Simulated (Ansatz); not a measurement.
# BH4+ (triplet): one geometry, many settings at distance B1–H5 = 4.364 Å

What do other methods and options give for BH4+ (triplet) at this geometry, and how long do they take?

Computed with Ansatz 0.2.0, Gaussian basis. Level: the settings change from run to run.

17 further runs of the same task are left out: 12 that didn't finish, 5 set aside as unsound or not needed.

**1. What is computed**

The geometry derives from a PBE0/def2-TZVP stationary point (not a proven minimum). One bond is set to the value named and the two fragments are kept rigid.

5 atoms, charge 1, spin multiplicity 3.

Atoms are counted from 1 here; the program's logs count them from 0.

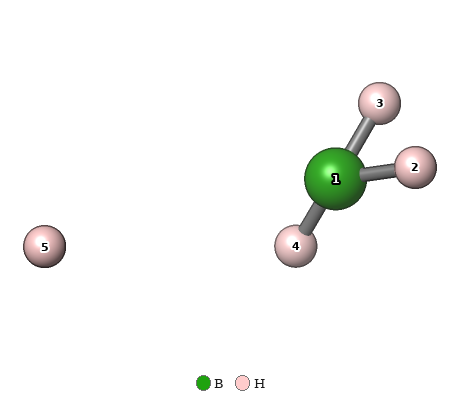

The structure; boron green, hydrogen pink; atoms are numbered from 1 in the order of the file.

**2. CISD/cc-pVDZ**

in.yaml

```yaml
crystal:
  periodic: [false, false, false]
  atoms:
    - {symbol: B, position_ang: [-0.081535, 0.081801, 0.176650]}
    - {symbol: H, position_ang: [0.390940, 0.568096, 1.233954]}
    - {symbol: H, position_ang: [-0.567325, -0.389083, 1.234895]}
    - {symbol: H, position_ang: [-0.553448, 0.553203, -0.887627]}
    - {symbol: H, position_ang: [1.604365, -1.609602, -3.475937]}
basis:
  gaussian: {orbitals: cc-pVDZ}
total_charge: 1
magnetization: {spin_polarized: false, initial_magnetization: 2}
correlation: {active_space: {ras: {orbitals: [2, 2, 29], electrons: 6, max_holes: 2, max_particles: 2}, fixed_orbitals: true}}
accuracy: high
scf: {lower_state_search: off}
output: {forces: true}
```

Launch:

```console
$ ansatz run in.yaml --threads 1 --pin off --events-out ev --progress --plain --max-ram 2393MiB
```

Log:

```text
Functional definition: HF
  name "HF"
  cite "Fock, Z. Phys. 61, 126 (1930) doi:10.1007/BF01340294"
  parent pbe
  exchange = exact_x
  correlation = 0
these checks for a lower state are left out or cut short: starts, cluster_reference, orbital_swaps, neighbouring_geometries, increment
676 factors; integrals over basis functions are off by at most 2.8e-9 eV
mean field evaluation 1: about -713.4420 eV, gradient 1.4e1 eV
mean field evaluation 2: about -713.4431 eV, gradient 1.4e1 eV
mean field evaluation 4: about -719.7541 eV, gradient 6.9e0 eV
mean field evaluation 8: about -719.9897 eV, gradient 5.1e-2 eV
mean field -719.98958724 eV, -26.4591293045 hartree, gradient 2.2e-8 eV, S^2 2.000000; 0 other end points of the search recorded, 0 dependent functions left out
reference -719.98958724 eV, -26.4591293045 hartree; 5, 3 occupied and 29, 31 virtual orbitals, 676 factors
state -722.52936589 eV, -26.5524644484 hartree
the calculation of the forces begins
mean field evaluation 16: about -719.9896 eV, gradient 2.2e-8 eV
Total energy: -722.52936589 eV, -26.5524644484 hartree
Atom 0 at    -0.081535     0.081801     0.176650 Å, force    -1.821309     1.821750    -1.652451 eV/Å
Atom 1 at     0.390940     0.568096     1.233954 Å, force     0.636278    -0.089473     0.402609 eV/Å
Atom 2 at    -0.567325    -0.389083     1.234895 Å, force     0.089148    -0.635983     0.403146 eV/Å
Atom 3 at    -0.553448     0.553203    -0.887627 Å, force     1.098069    -1.098487     0.841319 eV/Å
Atom 4 at     1.604365    -1.609602    -3.475937 Å, force    -0.002186     0.002193     0.005377 eV/Å
Dipole moment:    -0.096657     0.097363     0.606936 e Å
Checks for a lower state left out: starts, cluster_reference, orbital_swaps, neighbouring_geometries, increment
```

Wall time 1.1 s (1 thread of Arm Neoverse V1, shared host).

From the report: 17,032 determinants.

**3. CCSDT on ROHF/cc-pVDZ**

in.yaml: that of step 2 with these lines changed.

```diff
@@ -9,8 +9,6 @@
 basis:
-  gaussian: {orbitals: cc-pVDZ}
+  gaussian: {orbitals: cc-pVDZ, point_charges: [{charge: 1.00, position_ang: [6.222, 0.337, 0.467]}]}
 total_charge: 1
 magnetization: {spin_polarized: false, initial_magnetization: 2}
-correlation: {active_space: {ras: {orbitals: [2, 2, 29], electrons: 6, max_holes: 2, max_particles: 2}, fixed_orbitals: true}}
-accuracy: high
-scf: {lower_state_search: off}
+correlation: {method: ccsdt, electrons: outside_noble_gas}
 output: {forces: true}
```

Same command.

Log, cut to the lines that bear on the results:

```text
Functional definition: HF
  name "HF"
  cite "Fock, Z. Phys. 61, 126 (1930) doi:10.1007/BF01340294"
  parent pbe
[...]
590 factors; integrals over basis functions are off by at most 2.0e-7 eV
[...]
mean field -717.71009392 eV, -26.3753594703 hartree, gradient 2.5e-6 eV, S^2 2.000000; 0 other end points of the search recorded, 0 dependent functions left out
1 core orbitals not correlated: weight in the atoms' cores, before any rotation towards them, 1.000 or more for the frozen orbitals, at most 0.000 for the correlated occupied ones
reference -717.71009392 eV, -26.3753594703 hartree; 4, 2 occupied and 29, 31 virtual orbitals, 590 factors
second order -1.94754632 eV of doubles, -0.06594517 eV of singles
cycle   1  -2.43364245 eV  change   -4.2e-1 eV  update   4.7e-2
[...]
cycle  15  -2.64655238 eV  change   -4.6e-7 eV  update   2.6e-7
[...]
Total energy: -720.35664630 eV, -26.4726184763 hartree
Atom 0 at    -0.081535     0.081801     0.176650 Å, force    -1.974834     1.837502    -1.661114 eV/Å
Atom 1 at     0.390940     0.568096     1.233954 Å, force     0.593239    -0.121290     0.414012 eV/Å
Atom 2 at    -0.567325    -0.389083     1.234895 Å, force    -0.022219    -0.674437     0.522070 eV/Å
Atom 3 at    -0.553448     0.553203    -0.887627 Å, force     1.051219    -1.062280     0.721305 eV/Å
Atom 4 at     1.604365    -1.609602    -3.475937 Å, force    -0.002586     0.002463     0.005976 eV/Å
Dipole moment:    -0.141970     0.092034     0.600885 e Å
```

Wall time 13 s (1 thread of Arm Neoverse V1, shared host); peak memory 0.26 GiB.

From the report: correlation -2.6466 eV; T1 0.016; largest double amplitude 0.04.

**4. HF/cc-pVDZ**

in.yaml

```yaml
crystal:
  periodic: [false, false, false]
  atoms:
    - {symbol: B, position_ang: [-0.081535, 0.081801, 0.176650]}
    - {symbol: H, position_ang: [0.390940, 0.568096, 1.233954]}
    - {symbol: H, position_ang: [-0.567325, -0.389083, 1.234895]}
    - {symbol: H, position_ang: [-0.553448, 0.553203, -0.887627]}
    - {symbol: H, position_ang: [1.604365, -1.609602, -3.475937]}
basis:
  gaussian: {orbitals: cc-pVDZ}
total_charge: 1
magnetization: {spin_polarized: true, initial_magnetization: 2}
hamiltonian: {xc: hf}
output: {forces: true, orbitals: {seedname: orbitals}}
```

The command is unchanged.

Log, cut to the lines that bear on the results:

```text
Functional definition: HF
  name "HF"
  cite "Fock, Z. Phys. 61, 126 (1930) doi:10.1007/BF01340294"
  parent pbe
[...]
303 factors; integrals over basis functions are off by at most 1.7e-3 eV
[...]
mean field -720.09488880 eV, -26.4629990656 hartree, gradient 2.3e-5 eV, S^2 2.009497; 0 other end points of the search recorded, 0 dependent functions left out
[...]
reference -720.09488880 eV, -26.4629990656 hartree; 5, 3 occupied and 29, 31 virtual orbitals, 303 factors
Total energy: -720.09488880 eV, -26.4629990656 hartree
Atom 0 at    -0.081535     0.081801     0.176650 Å, force    -2.057528     2.058367    -1.520033 eV/Å
Atom 1 at     0.390940     0.568096     1.233954 Å, force     0.663835    -0.114910     0.186593 eV/Å
Atom 2 at    -0.567325    -0.389083     1.234895 Å, force     0.114341    -0.663782     0.187133 eV/Å
Atom 3 at    -0.553448     0.553203    -0.887627 Å, force     1.280955    -1.281285     1.142067 eV/Å
Atom 4 at     1.604365    -1.609602    -3.475937 Å, force    -0.001604     0.001610     0.004240 eV/Å
Dipole moment:    -0.088226     0.088921     0.604632 e Å
```

Run time: 0.15 s. Hardware: 1 thread of Arm Neoverse V1, shared host.

From the report: ⟨S²⟩ of the determinant 2.009 (pure triplet: 2.00).

**5. CCSDT(Q) on ROHF/def2-SVP**

in.yaml: that of step 4 with these lines changed.

```diff
@@ -9,6 +9,6 @@
 basis:
-  gaussian: {orbitals: cc-pVDZ}
+  gaussian: {orbitals: def2-SVP}
 total_charge: 1
-magnetization: {spin_polarized: true, initial_magnetization: 2}
-hamiltonian: {xc: hf}
-output: {forces: true, orbitals: {seedname: orbitals}}
+magnetization: {spin_polarized: false, initial_magnetization: 2}
+correlation: {method: ccsdt_q, electrons: all, diis_vectors: 12}
+output: {forces: true}
```

Same command.

Log, cut to the lines that bear on the results:

```text
Functional definition: HF
  name "HF"
  cite "Fock, Z. Phys. 61, 126 (1930) doi:10.1007/BF01340294"
  parent pbe
[...]
585 factors; integrals over basis functions are off by at most 2.1e-7 eV
[...]
mean field -719.39354802 eV, -26.4372252672 hartree, gradient 7.7e-7 eV, S^2 2.000000; 0 other end points of the search recorded, 0 dependent functions left out
reference -719.39354802 eV, -26.4372252672 hartree; 5, 3 occupied and 29, 31 virtual orbitals, 585 factors
second order -2.02080958 eV of doubles, -0.06398259 eV of singles
cycle   1  -2.49099941 eV  change   -4.1e-1 eV  update   4.5e-2
[...]
cycle  13  -2.69488111 eV  change   -5.8e-7 eV  update   7.9e-7
perturbative correction -0.00053964 eV, -0.0000198312 hartree
[...]
Total energy: -722.08896877 eV, -26.5362801527 hartree
Atom 0 at    -0.081535     0.081801     0.176650 Å, force    -1.782312     1.782776    -1.583858 eV/Å
Atom 1 at     0.390940     0.568096     1.233954 Å, force     0.572857    -0.129974     0.359636 eV/Å
Atom 2 at    -0.567325    -0.389083     1.234895 Å, force     0.129679    -0.572650     0.360071 eV/Å
Atom 3 at    -0.553448     0.553203    -0.887627 Å, force     1.081896    -1.082278     0.858580 eV/Å
Atom 4 at     1.604365    -1.609602    -3.475937 Å, force    -0.002119     0.002127     0.005571 eV/Å
Dipole moment:    -0.094026     0.094736     0.613729 e Å
```

Run time: 61 s. Hardware: 1 thread of Arm Neoverse V1, shared host; peak memory 0.83 GiB.

From the report: correlation -2.6954 eV; T1 0.013; largest double amplitude 0.04.

**6. The runs in one table**

Where basis and cores are those of an earlier FCI/cc-pVDZ run (-722.6327 eV), and the state is the same kind, the miss against it is given.

```
                                        level         correlated  functions  energy (eV)  from FCI (meV)    time
                                 CISD/cc-pVDZ  outside noble gas         34    -722.5294           103.3   1.1 s
CCSDT on ROHF/cc-pVDZ (beside a point charge)  outside noble gas         34    -720.3566                    13 s
                                   HF/cc-pVDZ                            34    -720.0949          2537.8  0.15 s
                    CCSDT(Q) on ROHF/def2-SVP                all         34    -722.0890                    61 s
```

**7. Summary of results**

| quantity | value |
| --- | --- |
| runs | 4 |
| quickest | HF/cc-pVDZ, 0.15 s |
| slowest | CCSDT(Q) on ROHF/def2-SVP, 61 s |

**Reading.** Total energies in different bases, with other cores or another treatment of relativity can't be set against each other. CCSDT(Q) on ROHF/def2-SVP took 407 times as long as HF/cc-pVDZ; the jobs differ in more than the method. Hartree-Fock, CASSCF and CASCI lack dynamic correlation by design.
